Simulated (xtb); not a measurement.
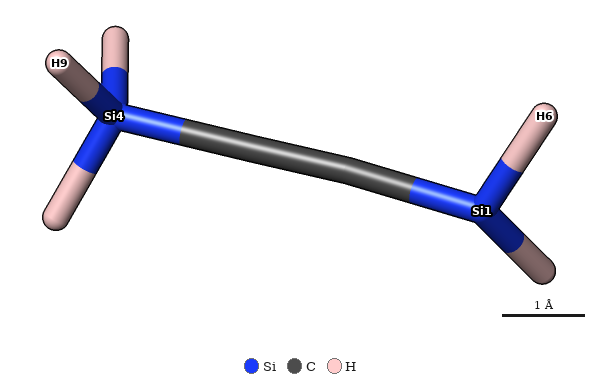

**Figure 1.** The structure as given in the input (stick view, seen at a tilt; atoms are numbered from 1 in the order of the input).

**Run report: C₂H₅Si₂, molecular dynamics (part 1 of 2)**

System: C₂H₅Si₂, multiplicity 2.
Method: GFN1-xTB (xtb 6.7.1).

The dynamics carries a metadynamics bias. The geometry comes from this level: PBE0-D4/def2-TZVP.

### What the program printed
```
* xtb version 6.7.1
   ID    Z sym.   atoms
    1   14 Si     1, 4
    2    6 C      2, 3
    3    1 H      5-9
spherical wallpotential with radius    4.6038422 Å

           -------------------------------------------------
          |                Calculation Setup                |
           -------------------------------------------------

          program call               : xtb geo.gen --etemp 3000 -I xtb.inp --uhf 1 --gfn1 --metadyn 50
          coordinate file            : geo.gen
          omp threads                :                     1

########################################################################
[WARNING] Please study the warnings concerning your input carefully
-1- prog_main_parseArguments: The use of '--gfn1' is discouraged, please use '--gfn 1' next time
########################################################################

           -------------------------------------------------
          |                 G F N 1 - x T B                 |
           -------------------------------------------------

      * Hamiltonian:
        H0-scaling (s, p, d)           1.850000    2.250000    2.000000
        zeta-weighting                 0.000000
      * Dispersion:
        s8                             2.400000
        a1                             0.630000
        a2                             5.000000
        s9                             0.000000
      * Repulsion:
        kExp                           1.500000
        rExp                           1.000000
      * Coulomb:
        alpha                          2.000000
        third order                    atomic
        anisotropic                    false
      * Halogen bond correction:
        rad-scale                      1.300000
        damping                        0.440000

          ...................................................
          :                      SETUP                      :
          :.................................................:
          :  # basis functions                  38          :
          :  # atomic orbitals                  36          :
          :  # shells                           20          :
          :  # electrons                        21          :
          :  # halogen bonds                     0          :
          :  max. iterations                   250          :
          :  Hamiltonian                  GFN1-xTB          :
          :  restarted?                      false          :
          :  GBSA solvation                  false          :
          :  PC potential                    false          :
          :  electronic temp.         3000.0000000     K    :
          :  accuracy                    1.0000000          :
          :  -> integral cutoff          0.2500000E+02      :
          :  -> integral neglect         0.1000000E-07      :
          :  -> SCF convergence          0.1000000E-05 Eh   :
          :  -> wf. convergence          0.2000000E-04 e    :
          :  Broyden damping             0.4000000          :
          :  net charge                          0          :
          :  unpaired electrons                  1          :
          ...................................................

 iter      E             dE          RMSdq      gap      omega  full diag
   1    -10.6387562 -0.106388E+02  0.706E+00    1.61       0.0  T
   2    -10.6705241 -0.317679E-01  0.437E+00    1.11       1.0  T
   3    -10.6601277  0.103964E-01  0.104E+00    1.49       1.0  T
   4    -10.6726149 -0.124871E-01  0.495E-01    1.12       1.0  T
   5    -10.6745419 -0.192708E-02  0.116E-01    1.22       1.0  T
   6    -10.6746364 -0.944511E-04  0.110E-02    1.22       3.0  T
   7    -10.6746371 -0.726602E-06  0.652E-03    1.21       5.1  T
   8    -10.6746373 -0.150702E-06  0.180E-03    1.21      18.5  T
   9    -10.6746373 -0.621569E-08  0.349E-04    1.21      95.5  T
  10    -10.6746373 -0.773829E-09  0.183E-04    1.21     182.1  T
  11    -10.6746373 -0.314444E-09  0.146E-05    1.21    2287.1  T

   *** convergence criteria satisfied after 11 iterations ***

         #    Occupation            Energy/Eh            Energy/eV
      -------------------------------------------------------------
         1        2.0000           -0.6422780             -17.4773
       ...           ...                  ...                  ...
         5        2.0000           -0.4903933             -13.3443
         6        1.9999           -0.4787292             -13.0269
         7        1.9998           -0.4744505             -12.9105
         8        1.9994           -0.4625322             -12.5861
         9        1.9990           -0.4576462             -12.4532
        10        1.9989           -0.4559927             -12.4082
        11        0.9071           -0.3362280              -9.1492 (HOMO)
        12        0.0800           -0.2916937              -7.9374 (LUMO)
        13        0.0158           -0.2756672              -7.5013
        14        0.0000           -0.2037455              -5.5442
        15        0.0000           -0.1775758              -4.8321
        16        0.0000           -0.1709670              -4.6522
       ...           ...                  ...                  ...
        36                          1.2746004              34.6836
      -------------------------------------------------------------
                  HL-Gap            0.0445343 Eh            1.2118 eV
             Fermi-level           -0.3532512 Eh           -9.6125 eV

 SCC (total)                   0 d,  0 h,  0 min,  0.008 sec
 SCC setup                      ...        0 min,  0.000 sec (  0.793%)
 Dispersion                     ...        0 min,  0.000 sec (  0.367%)
 classical contributions        ...        0 min,  0.000 sec (  0.159%)
 integral evaluation            ...        0 min,  0.002 sec ( 24.148%)
 iterations                     ...        0 min,  0.002 sec ( 30.942%)
 molecular gradient             ...        0 min,  0.003 sec ( 42.264%)
 printout                       ...        0 min,  0.000 sec (  1.226%)

         :::::::::::::::::::::::::::::::::::::::::::::::::::::
         ::                     SUMMARY                     ::
         :::::::::::::::::::::::::::::::::::::::::::::::::::::
         :: total energy             -10.503403344484 Eh    ::
         :: gradient norm              0.079282892115 Eh/a0 ::
         :: HOMO-LUMO gap              1.211838892761 eV    ::
         ::.................................................::
         :: SCC energy               -10.674637273669 Eh    ::
         :: -> electrostatic           0.005989794647 Eh    ::
         :: repulsion energy           0.174217761759 Eh    ::
         :: dispersion energy         -0.002983844241 Eh    ::
         :: halogen bond corr.         0.000000000000 Eh    ::
         :: add. restraining           0.000000011667 Eh    ::
         :: total charge              -0.000000000470 e     ::
         :::::::::::::::::::::::::::::::::::::::::::::::::::::

           -------------------------------------------------
          |                Property Printout                |
           -------------------------------------------------

    * Orbital Energies and Occupations

         #    Occupation            Energy/Eh            Energy/eV
      -------------------------------------------------------------
         1        2.0000           -0.6422780             -17.4773
         2        2.0000           -0.6341573             -17.2563
         3        2.0000           -0.6113891             -16.6367
         4        2.0000           -0.5113865             -13.9155
         5        2.0000           -0.4903933             -13.3443
         6        1.9999           -0.4787292             -13.0269
         7        1.9998           -0.4744505             -12.9105
         8        1.9994           -0.4625322             -12.5861
         9        1.9990           -0.4576462             -12.4532
        10        1.9989           -0.4559927             -12.4082
        11        0.9071           -0.3362280              -9.1492 (HOMO)
        12        0.0800           -0.2916937              -7.9374 (LUMO)
        13        0.0158           -0.2756672              -7.5013
        14        0.0000           -0.2037455              -5.5442
        15        0.0000           -0.1775758              -4.8321
        16        0.0000           -0.1709670              -4.6522
        17        0.0000           -0.1705958              -4.6421
        18                         -0.1577908              -4.2937
        19                         -0.1571275              -4.2757
        20                         -0.0768237              -2.0905
        21                         -0.0570838              -1.5533
        22                         -0.0567584              -1.5445
       ...                                ...                  ...
        36                          1.2746004              34.6836
      -------------------------------------------------------------
                  HL-Gap            0.0445343 Eh            1.2118 eV
             Fermi-level           -0.3532512 Eh           -9.6125 eV

  Mulliken/CM5 charges         n(s)   n(p)   n(d)
     1Si    0.21985  0.01517   1.404  1.926  0.450
     2C    -0.08319 -0.04026   1.154  2.929  0.000
     3C    -0.06412 -0.02427   1.179  2.885  0.000
     4Si    0.22545 -0.05658   1.296  1.925  0.554
     5H    -0.04310  0.03768   1.043  0.000  0.000
     6H    -0.04311  0.03766   1.043  0.000  0.000
     7H    -0.07059  0.01017   1.071  0.000  0.000
     8H    -0.07062  0.01020   1.071  0.000  0.000
     9H    -0.07057  0.01025   1.071  0.000  0.000

Wiberg/Mayer (AO) data.
largest (>0.10) Wiberg bond orders for each atom

 ---------------------------------------------------------------------------
     #   Z sym  total        # sym  WBO       # sym  WBO       # sym  WBO
 ---------------------------------------------------------------------------
     1  14 Si   3.382 --     2 C    1.253     6 H    0.919     5 H    0.919
                             3 C    0.234
     2   6 C    3.901 --     3 C    2.431     1 Si   1.253     4 Si   0.137
     3   6 C    3.847 --     2 C    2.431     4 Si   1.111     1 Si   0.234
     4  14 Si   4.092 --     3 C    1.111     9 H    0.929     7 H    0.929
                             8 H    0.929     2 C    0.137
     5   1 H    0.992 --     1 Si   0.919
     6   1 H    0.992 --     1 Si   0.919
     7   1 H    0.986 --     4 Si   0.929
     8   1 H    0.986 --     4 Si   0.929
     9   1 H    0.986 --     4 Si   0.929
 ---------------------------------------------------------------------------

Topologies differ in total number of bonds
Writing topology from bond orders to xtbtopo.mol

 dipole moment from electron density (au)
     X       Y       Z
   0.1408   0.8467  -0.4229  total (Debye):    2.432

           -------------------------------------------------
          | TOTAL ENERGY              -10.503403344484 Eh   |
          | GRADIENT NORM               0.079282892115 Eh/α |
          | HOMO-LUMO GAP               1.211838892761 eV   |
           -------------------------------------------------
           -------------------------------------------------
          |                  Meta Dynamics                  |
           -------------------------------------------------
 trajectories on xtb.trj or xtb.trj.<n>

 MD time /ps        :    1.00
 dt /fs             :    1.00
 SCC accuracy       :    1.00
 temperature /K     :  298.15
 max steps          :  1000
 block length (av.) :  5000
 dumpstep(trj) /fs  :   40.00    40
 dumpstep(coords)/fs: 1000.00  1000
 H atoms mass (amu) :     1
 # deg. of freedom  :    27
 SHAKE off
 --- metadynamics parameter ---
 kpush  :    0.018
 alpha  :    0.600
 update :      50
         time (ps)    <Epot>      Ekin   <T>   T     Etot       error
      0    0.00      0.00000   0.0680    0.    0.   -10.43515   -0.0003
    200    0.20    -10.41905   0.0331  736.  775.   -10.43886   -0.0006
    400    0.40    -10.44390   0.0320  727.  748.   -10.43564   -0.0032
    600    0.60    -10.45089   0.0352  693.  824.   -10.43554   -0.0031
    800    0.80    -10.45616   0.0332  717.  776.   -10.43448   -0.0040
 average properties
 Epot               :  -10.459229933031049
 Epot (accurate SCC):  -10.469565032826946
 Ekin               :   3.1202596006420634E-002
 Etot               :  -10.428027337024629
 T                  :   729.85257888396245
 normal exit of md()

------------------------------------------------------------------------
------------------------------------------------------------------------
 total:
 *  cpu-time:     0 d,  0 h,  0 min,  6.959 sec
 * ratio c/w:     1.000 speedup
 SCF:
 *  cpu-time:     0 d,  0 h,  0 min,  0.008 sec
 * ratio c/w:     1.000 speedup
 MD:
 *  cpu-time:     0 d,  0 h,  0 min,  6.945 sec
 * ratio c/w:     1.000 speedup
```

### Standard error
```
normal termination of xtb
```
